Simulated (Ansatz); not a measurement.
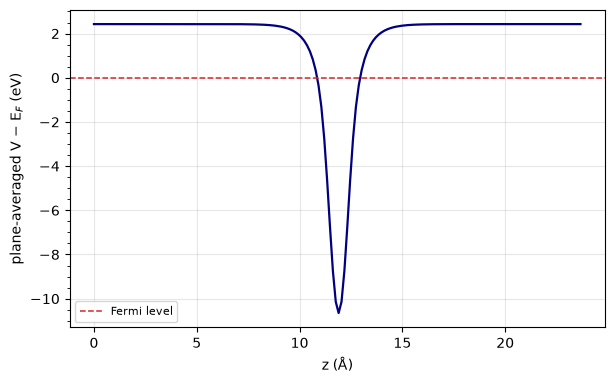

The picture shows: Rb2Al. Plane average of the electrostatic potential (local pseudopotential plus Hartree) felt by an electron across the slab.

A structure generated by program, which may or may not match a known phase; computed without spin polarisation.

Method: DFT PBE, scalar-relativistic, plane waves, PAW (Ansatz 0.2.0).

In a PAW calculation such maps are meaningful between the atoms, not at the nuclei.

```xyz
3
Lattice="6.9968 0.0000 0.0000 -3.4984 6.0594 0.0000 0.0000 0.0000 23.8000" Properties=species:S:1:pos:R:3 pbc="T T T"
Rb    3.4984    2.0198    7.0001
Rb    0.0000    4.0396    7.0001
Al    0.0000    0.0000    7.0001
```

How far below the vacuum level is the Fermi level?

Answer. The potential is flat in the vacuum, 2.4 eV above the Fermi level; this is the work function, the same on both faces.

How thick is the slab, and how wide the vacuum?

Answer. The outermost nuclei are 0.0 Å apart, in 1 atomic plane; the vacuum between periodic images is 23.8 Å wide.
